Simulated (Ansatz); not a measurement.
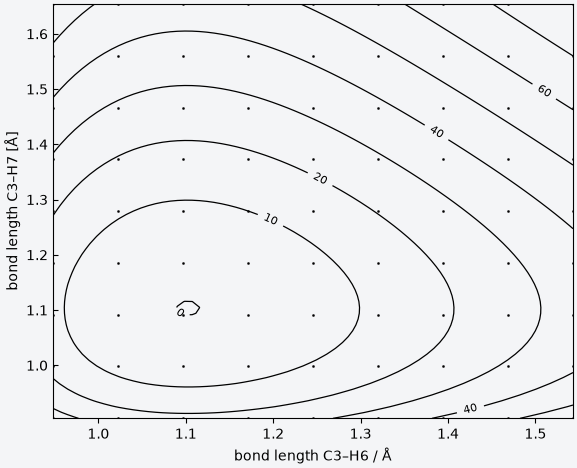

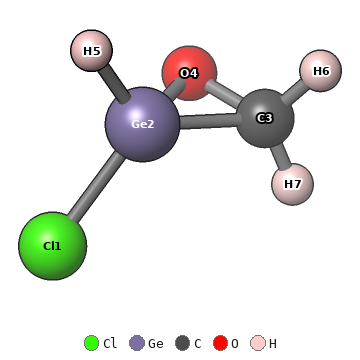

Energy landscape of CH3ClGeO, SMILES [Cl][GeH]1[CH2][O]1. 
- Coordinates scanned: (1) bond length C3–H6; (2) bond length C3–H7.
- Nothing is relaxed (all other coordinates rigid).
- Grid: 9 × 9 points.
- Points are written as (first, second).
- Energies are in kcal/mol, from the lowest grid point.
- The reference is spin-restricted, which grows unreliable where a bond is stretched far.
- Computed with Ansatz 0.2.0, RKS r2SCAN-D4/def2-SVP.

In the figure: contour lines labelled in kcal/mol, dots at the grid points. Between grid points the surface is interpolated. The second picture is the structure at the lowest point.

### Where are the wells?

The lowest grid point is at (1.097 Å, 1.091 Å). No other kind of well shows on this grid. The highest grid point, (1.543 Å, 1.654 Å), lies 79.4 kcal/mol above the lowest. Round the minimum the contours are nearly round: the two directions are equally stiff and uncoupled.

The input of one point:

```yaml
crystal:
  periodic: [false, false, false]
  atoms:
    - { symbol: Cl, position_ang: [-2.594684, 0.079328, -0.228773] }
    - { symbol: Ge, position_ang: [-0.499288, 0.384728, -0.60384] }
    - { symbol: C, position_ang: [0.769487, -0.175421, 0.69693] }
    - { symbol: O, position_ang: [0.479064, -1.136637, -0.323159] }
    - { symbol: H, position_ang: [-0.273747, 0.966573, -1.988767] }
    - { symbol: H, position_ang: [1.790768, 0.225065, 0.699597] }
    - { symbol: H, position_ang: [0.388664, -0.411099, 1.691772] }
basis:
  gaussian: { orbitals: def2-SVP }
hamiltonian:
  xc: r2scan
  dispersion: d4
output:
  forces: true
```

Time for the 81 points that were run: 13 min on 1 thread of Arm Neoverse V1, on a shared host.
